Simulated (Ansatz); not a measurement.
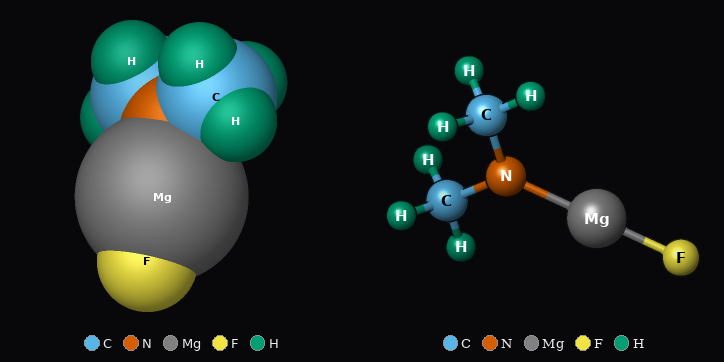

Two views of one molecule.

Computed geometry: PBE0-D4/def2-TZVP optimisation.

**What is the molecular formula?**

C₂H₆FMgN, 11 atoms: 2 carbon, 6 hydrogen, 1 fluorine, 1 magnesium and 1 nitrogen.

**How many bonds of each kind are drawn?**

6 C–H, 2 C–N, 1 Mg–N, 1 F–Mg.

**What is the point group of this geometry?**

C2v.

The parts below concern this one geometry. Atoms keep their numbers from picture to picture.

**Geometry**

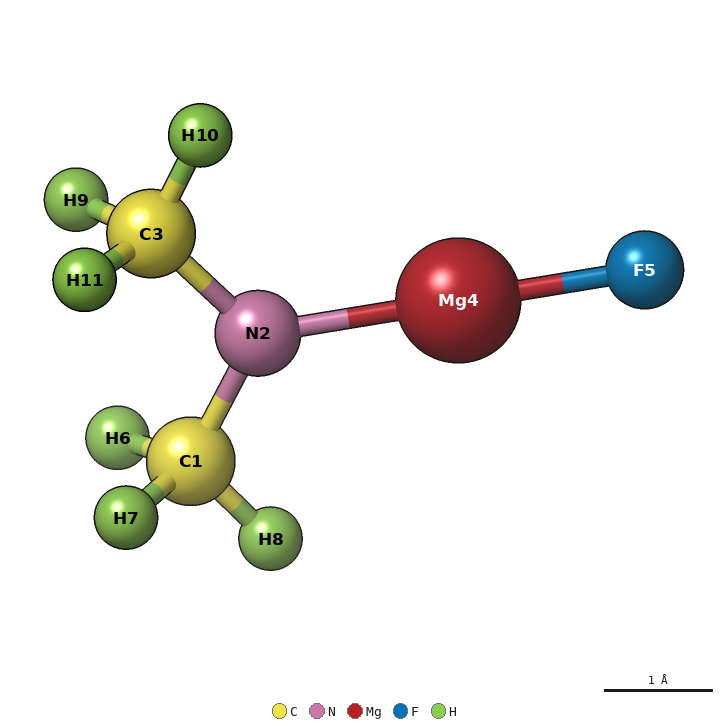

Numbered structure.

**How are the neighbours of atom 1 arranged?**

C1 has 4 neighbours (N2 at 1.44, H6 at 1.10, H7 at 1.10, H8 at 1.10 Å); the arrangement is tetrahedral.

**Describe the coordination of atom 2.**

N2 has 3 neighbours (C1 at 1.44, C3 at 1.44, Mg4 at 1.89 Å); the arrangement is trigonal planar.

**Describe the coordination of atom 4.**

Mg4 has 2 neighbours (N2 at 1.89, F5 at 1.75 Å); the arrangement is linear.

**Vibrations**

Harmonic vibrations computed with RKS PBE0-D4/def2-TZVP (Ansatz 0.2.0) at a stationary point of the same level.

**List the wavenumbers.**

27 modes: 73, 112, 171, 200, 251, 290, 319, 512, 789, 1016, 1092, 1111, 1156, 1215, 1286, 1440, 1460, 1464, 1468, 1500, 1515, 2939, 2945, 2963, 2976, 3059, 3061 cm⁻¹.

**Charges**

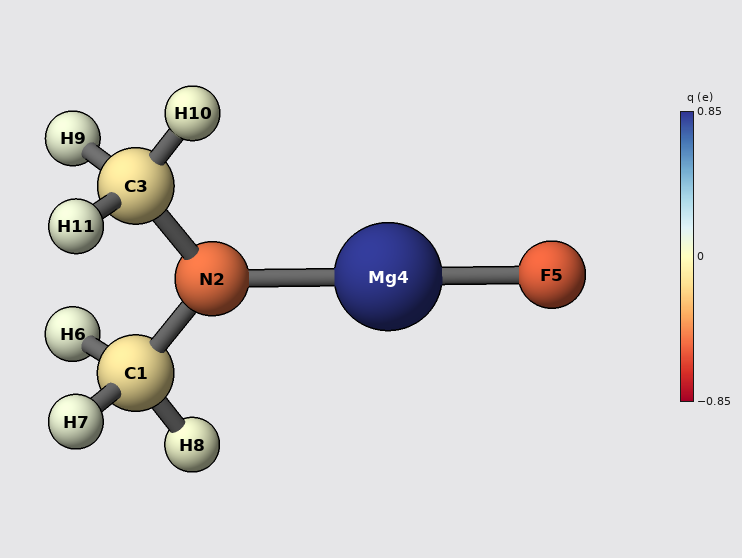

Atoms are coloured by their Mulliken charges. Properties computed with RKS PBE-D4/def2-TZVPP (Ansatz 0.2.0).

**Which atom carries the highest charge (most positive or least negative)?**

Mg4 (0.84 e).

**And the lowest?**

F5 (−0.52 e).

List the Mulliken charges.

```json
{"atom": "C1", "value (e)": "−0.12"}
{"atom": "N2", "value (e)": "−0.48"}
{"atom": "C3", "value (e)": "−0.12"}
{"atom": "Mg4", "value (e)": "0.84"}
{"atom": "F5", "value (e)": "−0.52"}
{"atom": "H6", "value (e)": "0.08"}
{"atom": "H7", "value (e)": "0.08"}
{"atom": "H8", "value (e)": "0.05"}
{"atom": "H9", "value (e)": "0.08"}
{"atom": "H10", "value (e)": "0.05"}
{"atom": "H11", "value (e)": "0.08"}
```

**Dipole moment**

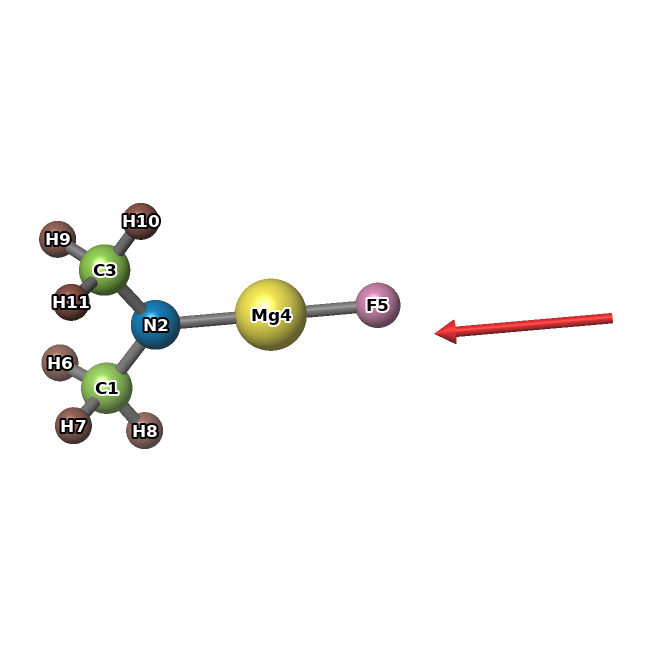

The arrow beside the molecule shows the direction of the dipole moment, from the negative to the positive end (its length means nothing). Properties computed with RKS B3LYP-D4/def2-TZVPP (Ansatz 0.2.0).

**How large is the dipole moment?**

1.74 D; it points from the side of F5 to the side of H6, H7, H9, H11 (the outermost atoms at the two ends).

**Electronic properties**

Level of theory: RKS revPBE-D4/def2-TZVPP (Ansatz 0.2.0).

What does the calculation give?

- HOMO energy (Kohn–Sham orbital): −4.40 eV
- LUMO energy (Kohn–Sham orbital): −1.89 eV
- HOMO–LUMO gap: 2.51 eV
- dispersion correction: −59.8 kJ/mol

Mulliken values depend strongly on the basis set and can even reverse the polarity of a bond.
